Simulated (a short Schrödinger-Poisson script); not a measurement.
Stack: MOS inversion layer, SiO2 on p-type InP, at 400 K.

| layer | material | thickness (nm) | Na (cm⁻³) |
|---|---|---|---|
| 1 | SiO2 | 3.3 | - |
| 2 | InP | 380 | 1.6e18 |

The device is made up for the run: typed textbook-type constants, with dimensions and the other settings drawn at random. SiO2: permittivity 3.9, conduction-band edge (eV) 3.48, gap (eV) 9, electron mass (mₑ) 0.5. InP: permittivity 12.5, conduction-band edge (eV) 0, gap (eV) 1.344, Nv at 300 K (cm⁻³) 1.1e19.

Channel valleys (confinement mass, in-plane density-of-states mass, number): Γ 0.08, 0.08, 1. At the gate the conduction-band edge of layer 1 lies 3.79 eV − eVg above the Fermi level of the channel; the field vanishes at the back. Gaps are held at their typed values at every temperature. Mesh 0.03 nm at interfaces.

From a short Schrödinger-Poisson script (our own, NumPy): 1D Poisson equation in equilibrium, electrons quantum, Hartree (BenDaniel-Duke, 12 states a valley, the channel's in-plane mass for all, wave functions free to enter the dielectric), parabolic valleys, classical holes, full ionisation, no traps, pinning or gate leakage.

Only gate voltages with over 1e8 electrons/cm² are shown.

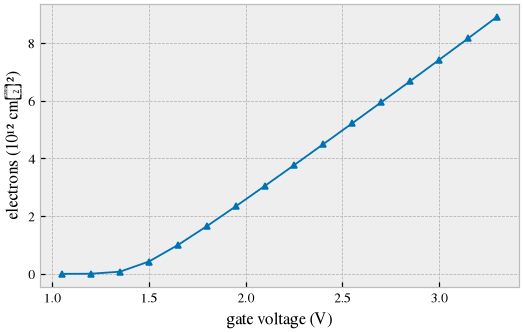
Fig. 1. Sheet density against gate voltage

```csv
Vg (V),electrons (cm⁻²),C (μF/cm²),Γ E0 (meV),Γ E1 (meV)
1.05,2.09e8,0.260,297.1,520.0
1.2,4.42e9,0.262,191.7,423.2
1.35,7.52e10,0.385,93.0,332.2
1.5,4.28e11,0.626,27.6,273.3
1.65,1.00e12,0.728,-11.2,240.1
1.8,1.66e12,0.767,-40.2,216.2
1.95,2.35e12,0.786,-65.3,196.0
2.1,3.05e12,0.796,-88.6,177.4
2.25,3.77e12,0.802,-111.1,159.7
2.4,4.49e12,0.807,-133.1,142.3
2.55,5.22e12,0.810,-154.8,125.2
2.7,5.95e12,0.814,-176.3,108.4
2.85,6.68e12,0.817,-197.5,91.9
3,7.42e12,0.821,-218.3,75.9
3.15,8.16e12,0.826,-238.7,60.5
3.3,8.91e12,0.830,-258.6,45.9
```

Subbands count from the Fermi level.

Above a few 1e12 electrons/cm² a light Γ valley is non-parabolic and upper valleys begin to fill, which the model leaves out.
